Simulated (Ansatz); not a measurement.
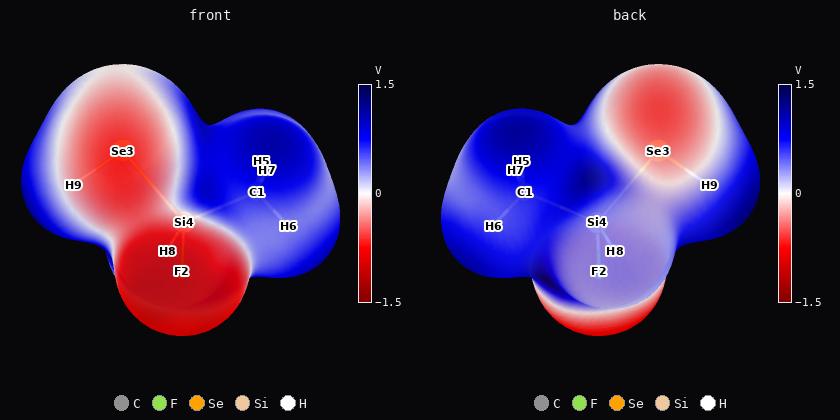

Figure 1: CH₅FSeSi. The molecular electrostatic potential painted on the density surface at 0.002 e/bohr³, seen from the front and from behind; the colour scale runs from red (negative) to blue (positive).

Geometry: B3LYP-D3(BJ)/def2-SVP.

These are results of Ansatz, isolated molecule in a Gaussian basis; Kohn-Sham density functional theory, functional PBE0, not measurements.

```yaml
atoms:
  - { symbol: C, position_ang: [-0.9226, 1.7482, -1.6184] }
  - { symbol: F, position_ang: [0.5800, 1.3312, -3.9987] }
  - { symbol: Se, position_ang: [2.1944, 0.5474, -1.2967] }
  - { symbol: Si, position_ang: [0.2797, 0.6622, -2.5398] }
  - { symbol: H, position_ang: [-1.2127, 1.2859, -0.6617] }
  - { symbol: H, position_ang: [-1.8323, 1.9057, -2.2199] }
  - { symbol: H, position_ang: [-0.4762, 2.7329, -1.4083] }
  - { symbol: H, position_ang: [-0.2361, -0.7020, -2.8184] }
  - { symbol: H, position_ang: [2.7659, -0.5333, -2.1234] }
```

**Describe the electrostatic potential map.**

The most negative region (about −1.1 V) lies over F2, the most positive (about +1.3 V) over Si4 and H9.

**How polar is the molecule by this calculation?**

Its dipole moment is 1.57 D.
